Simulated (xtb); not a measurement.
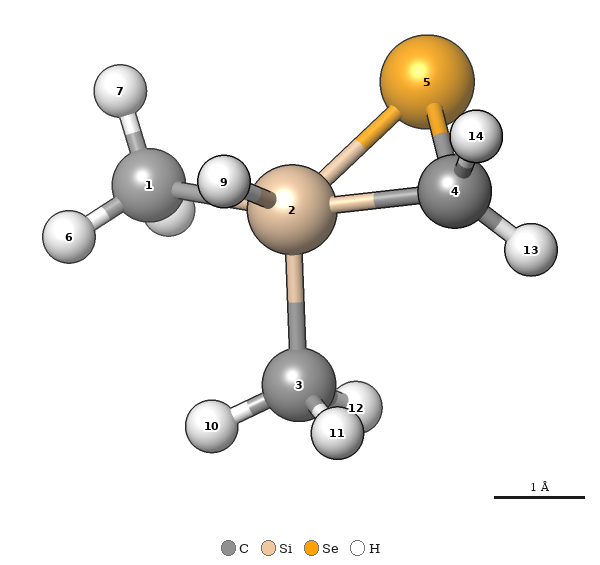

*The structure as given in the input (ball-and-stick view, seen at a tilt; atoms are numbered from 1 in the order of the input).*

Bond lengths as drawn: C–H 1.09 to 1.10 Å, C–Se 2.04 Å, C–Si 1.97 to 2.05 Å, H–Si 1.46 Å and Se–Si 2.23 Å.

Molecular dynamics of C3H9SeSi (charge −1)

- system: C3H9SeSi, charge −1
- method: GFN1-xTB (xtb 6.7.1)

The starting geometry was optimised with GFN1-xTB.

### Input file (input.xyz)
```
14
C3H9SeSi
C     -0.094033    -0.209183     1.992356
Si    -0.127145     0.452803     0.055320
C      1.045288    -0.987709    -0.611266
C     -0.837489     1.022866    -1.704132
Se    -2.313200     0.560723    -0.377747
H      0.913237    -0.266502     2.425965
H     -0.670193     0.448251     2.657528
H     -0.531859    -1.209376     2.111230
H      0.651154     1.657779     0.343594
H      1.779992    -1.344312     0.119798
H      1.614823    -0.696477    -1.501952
H      0.464957    -1.871566    -0.906537
H     -0.935208     0.382773    -2.582445
H     -0.960343     2.059918    -2.021711
```

### File input.inp
```
$md
   temp=200
   time=0.2
   step=0.5
   dump=20
   hmass=1
   shake=0
   nvt=false
$end
```

Command:
```bash
xtb input.xyz --gfn 1 -c -1 -I input.inp --md --parallel 1 | tee input.out
```

### The program's output
```
* xtb version 6.7.1
   ID    Z sym.   atoms
    1    6 C      1, 3, 4
    2   14 Si     2
    3   34 Se     5
    4    1 H      6-14

           -------------------------------------------------
          |                Calculation Setup                |
           -------------------------------------------------

          program call               : xtb input.xyz --gfn 1 -c -1 -I input.inp --md --parallel 1
          coordinate file            : input.xyz
          omp threads                :                     1

           -------------------------------------------------
          |                 G F N 1 - x T B                 |
           -------------------------------------------------

      * Hamiltonian:
        H0-scaling (s, p, d)           1.850000    2.250000    2.000000
        zeta-weighting                 0.000000
      * Dispersion:
        s8                             2.400000
        a1                             0.630000
        a2                             5.000000
        s9                             0.000000
      * Repulsion:
        kExp                           1.500000
        rExp                           1.000000
      * Coulomb:
        alpha                          2.000000
        third order                    atomic
        anisotropic                    false
      * Halogen bond correction:
        rad-scale                      1.300000
        damping                        0.440000

          ...................................................
          :                      SETUP                      :
          :.................................................:
          :  # basis functions                  50          :
          :  # atomic orbitals                  48          :
          :  # shells                           30          :
          :  # electrons                        32          :
          :  # halogen bonds                     0          :
          :  max. iterations                   250          :
          :  Hamiltonian                  GFN1-xTB          :
          :  restarted?                      false          :
          :  GBSA solvation                  false          :
          :  PC potential                    false          :
          :  electronic temp.          300.0000000     K    :
          :  accuracy                    1.0000000          :
          :  -> integral cutoff          0.2500000E+02      :
          :  -> integral neglect         0.1000000E-07      :
          :  -> SCF convergence          0.1000000E-05 Eh   :
          :  -> wf. convergence          0.2000000E-04 e    :
          :  Broyden damping             0.4000000          :
          :  net charge                         -1          :
          :  unpaired electrons                  0          :
          ...................................................

 iter      E             dE          RMSdq      gap      omega  full diag
   1    -16.6614271 -0.166614E+02  0.817E+00    4.28       0.0  T
   2    -16.7527601 -0.913330E-01  0.466E+00    4.13       1.0  T
   3    -16.7444385  0.832159E-02  0.265E+00    4.50       1.0  T
   4    -16.7792756 -0.348371E-01  0.255E-01    4.49       1.0  T
   5    -16.7794663 -0.190680E-03  0.399E-02    4.48       1.0  T
   6    -16.7794728 -0.653663E-05  0.141E-02    4.48       1.9  T
   7    -16.7794731 -0.305066E-06  0.363E-03    4.48       7.4  T
   8    -16.7794731 -0.222810E-07  0.539E-04    4.48      49.5  T
   9    -16.7794731 -0.204878E-08  0.125E-04    4.48     213.1  T
  10    -16.7794731 -0.123610E-09  0.155E-05    4.48    1722.1  T

   *** convergence criteria satisfied after 10 iterations ***

         #    Occupation            Energy/Eh            Energy/eV
      -------------------------------------------------------------
         1        2.0000           -0.6512948             -17.7226
       ...           ...                  ...                  ...
        10        2.0000           -0.3089270              -8.4063
        11        2.0000           -0.2731456              -7.4327
        12        2.0000           -0.2517693              -6.8510
        13        2.0000           -0.2377262              -6.4689
        14        2.0000           -0.2220547              -6.0424
        15        2.0000           -0.1869070              -5.0860
        16        2.0000           -0.1724240              -4.6919 (HOMO)
        17                         -0.0076855              -0.2091 (LUMO)
        18                          0.0410642               1.1174
        19                          0.0483947               1.3169
        20                          0.0663511               1.8055
        21                          0.0870259               2.3681
       ...                                ...                  ...
        48                          1.7051886              46.4005
      -------------------------------------------------------------
                  HL-Gap            0.1647385 Eh            4.4828 eV
             Fermi-level           -0.0900548 Eh           -2.4505 eV

 SCC (total)                   0 d,  0 h,  0 min,  0.011 sec
 SCC setup                      ...        0 min,  0.000 sec (  0.633%)
 Dispersion                     ...        0 min,  0.000 sec (  0.333%)
 classical contributions        ...        0 min,  0.000 sec (  0.149%)
 integral evaluation            ...        0 min,  0.003 sec ( 26.093%)
 iterations                     ...        0 min,  0.003 sec ( 24.199%)
 molecular gradient             ...        0 min,  0.005 sec ( 47.558%)
 printout                       ...        0 min,  0.000 sec (  0.972%)

         :::::::::::::::::::::::::::::::::::::::::::::::::::::
         ::                     SUMMARY                     ::
         :::::::::::::::::::::::::::::::::::::::::::::::::::::
         :: total energy             -16.619598146681 Eh    ::
         :: gradient norm              0.000147306403 Eh/a0 ::
         :: HOMO-LUMO gap              4.482762689292 eV    ::
         ::.................................................::
         :: SCC energy               -16.779473122249 Eh    ::
         :: -> electrostatic           0.100179318316 Eh    ::
         :: repulsion energy           0.165736288156 Eh    ::
         :: dispersion energy         -0.005861312589 Eh    ::
         :: halogen bond corr.         0.000000000000 Eh    ::
         :: add. restraining           0.000000000000 Eh    ::
         :: total charge              -1.000000000000 e     ::
         :::::::::::::::::::::::::::::::::::::::::::::::::::::

           -------------------------------------------------
          |                Property Printout                |
           -------------------------------------------------

    * Orbital Energies and Occupations

         #    Occupation            Energy/Eh            Energy/eV
      -------------------------------------------------------------
         1        2.0000           -0.6512948             -17.7226
       ...           ...                  ...                  ...
         4        2.0000           -0.4041036             -10.9962
         5        2.0000           -0.3689234             -10.0389
         6        2.0000           -0.3288119              -8.9474
         7        2.0000           -0.3255365              -8.8583
         8        2.0000           -0.3153066              -8.5799
         9        2.0000           -0.3138850              -8.5412
        10        2.0000           -0.3089270              -8.4063
        11        2.0000           -0.2731456              -7.4327
        12        2.0000           -0.2517693              -6.8510
        13        2.0000           -0.2377262              -6.4689
        14        2.0000           -0.2220547              -6.0424
        15        2.0000           -0.1869070              -5.0860
        16        2.0000           -0.1724240              -4.6919 (HOMO)
        17                         -0.0076855              -0.2091 (LUMO)
        18                          0.0410642               1.1174
        19                          0.0483947               1.3169
        20                          0.0663511               1.8055
        21                          0.0870259               2.3681
        22                          0.0904226               2.4605
        23                          0.1083470               2.9483
        24                          0.1156291               3.1464
        25                          0.1190615               3.2398
        26                          0.1322270               3.5981
        27                          0.1413442               3.8462
       ...                                ...                  ...
        48                          1.7051886              46.4005
      -------------------------------------------------------------
                  HL-Gap            0.1647385 Eh            4.4828 eV
             Fermi-level           -0.0900548 Eh           -2.4505 eV

  Mulliken/CM5 charges         n(s)   n(p)   n(d)
     1C    -0.22452 -0.34370   1.022  3.203  0.000
     2Si   -0.02619 -0.27206   1.152  1.997  0.877
     3C    -0.18148 -0.29611   1.008  3.173  0.000
     4C    -0.19908 -0.27229   1.056  3.143  0.000
     5Se   -0.13070 -0.08566   1.926  4.259 -0.054
     6H    -0.01373  0.03752   1.014  0.000  0.000
     7H    -0.01624  0.03533   1.016  0.000  0.000
     8H    -0.01281  0.03878   1.013  0.000  0.000
     9H    -0.11360 -0.02617   1.114  0.000  0.000
    10H    -0.00707  0.04540   1.007  0.000  0.000
    11H    -0.00799  0.04452   1.008  0.000  0.000
    12H    -0.00205  0.05061   1.002  0.000  0.000
    13H    -0.03051  0.02380   1.031  0.000  0.000
    14H    -0.03403  0.02001   1.034  0.000  0.000

Wiberg/Mayer (AO) data.
largest (>0.10) Wiberg bond orders for each atom

 ---------------------------------------------------------------------------
     #   Z sym  total        # sym  WBO       # sym  WBO       # sym  WBO
 ---------------------------------------------------------------------------
     1   6 C    3.883 --     6 H    0.972     7 H    0.970     8 H    0.969
                             2 Si   0.882
     2  14 Si   5.087 --     5 Se   1.245     3 C    0.940     9 H    0.933
                             4 C    0.915     1 C    0.882
     3   6 C    3.920 --    10 H    0.971    11 H    0.969    12 H    0.963
                             2 Si   0.940
     4   6 C    3.803 --    14 H    0.988    13 H    0.987     2 Si   0.915
                             5 Se   0.863
     5  34 Se   2.197 --     2 Si   1.245     4 C    0.863
     6   1 H    1.008 --     1 C    0.972
     7   1 H    1.012 --     1 C    0.970
     8   1 H    1.010 --     1 C    0.969
     9   1 H    0.988 --     2 Si   0.933
    10   1 H    1.009 --     3 C    0.971
    11   1 H    1.013 --     3 C    0.969
    12   1 H    1.008 --     3 C    0.963
    13   1 H    1.017 --     4 C    0.987
    14   1 H    1.017 --     4 C    0.988
 ---------------------------------------------------------------------------

Topologies differ in total number of bonds
Writing topology from bond orders to xtbtopo.mol

 dipole moment from electron density (au)
     X       Y       Z
   0.8169  -0.9358   0.2030  total (Debye):    3.199

           -------------------------------------------------
          | TOTAL ENERGY              -16.619598146681 Eh   |
          | GRADIENT NORM               0.000147306403 Eh/α |
          | HOMO-LUMO GAP               4.482762689292 eV   |
           -------------------------------------------------
           -------------------------------------------------
          |               Molecular Dynamics                |
           -------------------------------------------------
 trajectories on xtb.trj or xtb.trj.<n>

 MD time /ps        :    0.20
 dt /fs             :    0.50
 SCC accuracy       :    2.00
 temperature /K     :  200.00
 max steps          :   400
 block length (av.) :  5000
 dumpstep(trj) /fs  :   20.00    40
 dumpstep(coords)/fs: 1000.00  2000
 H atoms mass (amu) :     1
 # deg. of freedom  :    42
 SHAKE off
         time (ps)    <Epot>      Ekin   <T>   T     Etot       error
      0    0.00      0.00000   0.0779    0.    0.   -16.54169    0.0000
    200    0.10    -16.49932   0.0359  566.  540.   -16.54652    0.0026
 average properties
 Epot               :  -16.540787878535930
 Epot (accurate SCC):  -16.581839359897447
 Ekin               :   3.8061206307728995E-002
 Etot               :  -16.502726672228203
 T                  :   572.32331877754598
 normal exit of md()

------------------------------------------------------------------------
------------------------------------------------------------------------
 total:
 *  cpu-time:     0 d,  0 h,  0 min,  3.655 sec
 * ratio c/w:     1.000 speedup
 SCF:
 *  cpu-time:     0 d,  0 h,  0 min,  0.011 sec
 * ratio c/w:     0.999 speedup
 MD:
 *  cpu-time:     0 d,  0 h,  0 min,  3.639 sec
 * ratio c/w:     1.000 speedup
```

### Standard error
```
normal termination of xtb
```

### Trajectory as extended XYZ (Å, eV, eV/Å), 10 frames, from step=0 to step=9
```
14
Properties=species:S:1:pos:R:3 step=0 time_fs=0.0 energy=-452.24230
C    -0.0940   -0.2092    1.9924
Si   -0.1272    0.4528    0.0553
C     1.0453   -0.9877   -0.6113
C    -0.8375    1.0229   -1.7041
Se   -2.3132    0.5607   -0.3777
H     0.9132   -0.2665    2.4260
H    -0.6702    0.4482    2.6575
H    -0.5319   -1.2094    2.1112
H     0.6512    1.6578    0.3436
H     1.7800   -1.3443    0.1198
H     1.6148   -0.6965   -1.5019
H     0.4650   -1.8716   -0.9065
H    -0.9352    0.3828   -2.5824
H    -0.9603    2.0599   -2.0217
14
Properties=species:S:1:pos:R:3 step=1 time_fs=20.0 energy=-450.92285
C     0.0474   -0.2899    1.8518
Si   -0.1578    0.5031    0.0850
C     1.1032   -1.0542   -0.5182
C    -0.8593    1.0615   -1.6713
Se   -2.3319    0.5722   -0.3953
H     0.9754   -0.3243    2.3481
H    -0.3777    0.2637    2.6415
H    -0.4922   -1.3254    2.1214
H     0.2835    1.8682    0.5387
H     1.8064   -1.1727    0.2403
H     1.6232   -1.0261   -1.5118
H     0.5103   -2.1315   -0.4669
H    -0.8010    0.1200   -2.3879
H    -1.0968    2.0238   -2.1941
14
Properties=species:S:1:pos:R:3 step=2 time_fs=40.0 energy=-451.11253
C     0.0654   -0.3554    1.9977
Si   -0.1401    0.5137    0.0552
C     1.0852   -0.9546   -0.4595
C    -0.7968    0.9738   -1.7661
Se   -2.3581    0.5756   -0.3998
H     1.1663   -0.3174    2.2064
H    -0.2611   -0.0179    3.0511
H    -0.4006   -1.4182    1.9695
H     0.8079    1.6408    0.2193
H     2.0447   -1.1782    0.0032
H     1.1388   -0.9412   -1.5764
H     0.5644   -1.9625   -0.1921
H    -1.0267    0.4870   -2.7697
H    -0.7909    2.0876   -1.7099
14
Properties=species:S:1:pos:R:3 step=3 time_fs=60.0 energy=-451.01945
C     0.0687   -0.3392    2.0567
Si   -0.1314    0.4305    0.0714
C     1.0128   -0.9694   -0.5942
C    -0.8510    1.0468   -1.6993
Se   -2.3386    0.5825   -0.4077
H     1.1538   -0.2612    2.5187
H    -0.6051    0.3548    2.7268
H    -0.4409   -1.2378    2.0593
H     0.4621    1.6758    0.4534
H     1.9924   -0.5251   -0.0715
H     1.1770   -1.1030   -1.6487
H     1.0156   -1.8490   -0.1175
H    -0.8280    0.1936   -2.3014
H    -0.9862    2.0253   -2.1436
14
Properties=species:S:1:pos:R:3 step=4 time_fs=80.0 energy=-451.52805
C    -0.0828   -0.2431    2.0262
Si   -0.2013    0.3973    0.1293
C     1.1572   -0.9727   -0.6983
C    -0.8388    1.0188   -1.6897
Se   -2.3084    0.5817   -0.3967
H     0.9917   -0.0369    2.1646
H    -0.6529    0.4938    2.5636
H    -0.4973   -1.1860    2.3253
H     0.4666    1.6453    0.4695
H     2.2862   -0.8213   -0.7672
H     0.7357   -1.1464   -1.6594
H     1.0514   -1.9372   -0.2084
H    -0.8823    0.4053   -2.5271
H    -1.0373    2.0731   -1.8749
14
Properties=species:S:1:pos:R:3 step=5 time_fs=100.0 energy=-451.23144
C    -0.1696   -0.1323    2.0697
Si   -0.1320    0.3730    0.0794
C     1.0671   -0.9437   -0.7296
C    -0.7546    1.0500   -1.7039
Se   -2.3192    0.5645   -0.3774
H     0.7624   -0.2353    2.4898
H    -0.7815    0.3385    2.7846
H    -0.6427   -1.2539    2.0600
H     0.7652    1.5658    0.3054
H     1.9200   -0.3639   -0.8681
H     0.7618   -1.4084   -1.6776
H     1.4057   -1.9523   -0.1281
H    -1.1041    0.6828   -2.6921
H    -0.6027    2.1041   -1.8918
14
Properties=species:S:1:pos:R:3 step=6 time_fs=120.0 energy=-451.24596
C    -0.2047   -0.2236    2.0383
Si   -0.0933    0.4100    0.0039
C     1.0401   -0.9649   -0.6839
C    -0.8107    1.1203   -1.6147
Se   -2.3049    0.5577   -0.3720
H     0.5635   -0.2610    2.8343
H    -0.7949    0.6651    2.4238
H    -0.7751   -1.1232    2.4173
H     0.6999    1.5956    0.4341
H     1.8401   -0.4853   -1.2069
H     0.5607   -1.7229   -1.4072
H     1.4274   -1.8014    0.0363
H    -0.6947    0.5687   -2.6181
H    -1.1417    2.0433   -2.0792
14
Properties=species:S:1:pos:R:3 step=7 time_fs=140.0 energy=-450.98608
C    -0.3003   -0.2069    1.9427
Si   -0.1137    0.4902    0.0779
C     1.0798   -1.0498   -0.6832
C    -0.8790    1.1481   -1.6755
Se   -2.2822    0.5423   -0.3712
H     0.7944   -0.4970    2.3728
H    -0.6387    0.5064    2.8016
H    -0.6392   -1.1542    2.0262
H     0.6994    1.6134    0.4222
H     1.8745   -1.0303   -1.5262
H     0.3647   -1.8876   -0.9568
H     1.5254   -1.5244    0.1440
H    -1.1320    0.6872   -2.6943
H    -0.8967    2.2211   -2.0243
14
Properties=species:S:1:pos:R:3 step=8 time_fs=160.0 energy=-451.26892
C    -0.1535   -0.2674    1.9288
Si   -0.1150    0.5094    0.0471
C     0.9368   -1.0466   -0.4967
C    -0.8237    1.1563   -1.6998
Se   -2.2859    0.5366   -0.3760
H     0.7174   -0.7402    2.4870
H    -0.6293    0.4916    2.5444
H    -0.7162   -1.2084    1.6489
H     0.7072    1.6782    0.2722
H     1.1750   -0.5557   -1.5345
H     0.4279   -1.9517   -0.7780
H     1.8544   -1.3000   -0.0768
H    -0.9406    0.7373   -2.6991
H    -1.0213    2.2834   -1.8370
14
Properties=species:S:1:pos:R:3 step=9 time_fs=180.0 energy=-450.88412
C    -0.1275   -0.3178    2.0200
Si   -0.1169    0.5034    0.0500
C     0.9186   -0.9931   -0.6559
C    -0.8005    1.1787   -1.6324
Se   -2.2978    0.5420   -0.3948
H     0.8666   -0.4447    2.2028
H    -0.5022    0.4275    2.6542
H    -0.5914   -1.4562    2.1010
H     0.7395    1.6343    0.5532
H     1.3133   -1.4101   -1.5520
H     0.3313   -1.7467   -0.2034
H     1.7939   -0.7589    0.0743
H    -0.7479    0.4564   -2.3816
H    -1.0040    2.1654   -2.0067
```

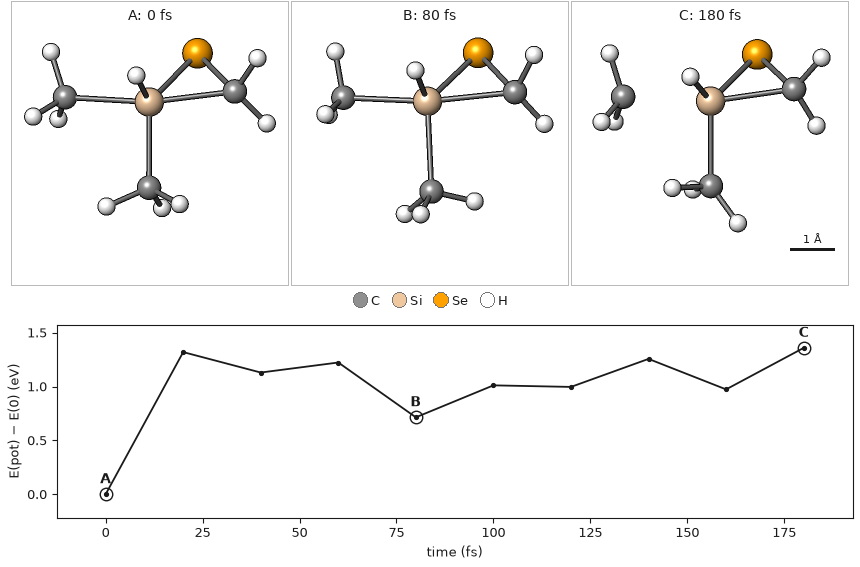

*Frames of the molecular dynamics (ball-and-stick, seen at a tilt) above the curves, on which the letters mark them.*

The trajectory kept here has 10 frames over 180 fs. The potential energy ends 1.358 eV above its first value. After an unweighted best fit of the last frame on the first, the root-mean-square displacement is 0.91 Å, and H12 has moved furthest (2.07 Å).

### Summary

- outcome: finished
- trajectory: 10 frames kept, 180 fs
- electrons treated: 32
- potential energy (first step): −16.619598 hartree
- dispersion energy (first step): −0.005861 hartree
- basis functions (first step): 50
- hardware: 1 thread of Intel Xeon (Granite Rapids), 64 GiB of memory available, shared host
- wall time: 3.7 s
- peak memory: 0.073 GiB

### Remarks

Settings chosen away from the usual ones: method = gfn1-xtb; task = md; geo = {"prev": "A"}; x = {"md_temperature": 200, "md_time": 0.2, "time_step": 0.5, "md_dump": 20, "hydrogen_mass": 1, "shake": 0, "nvt": "false"}. So short a trajectory is not equilibrated.
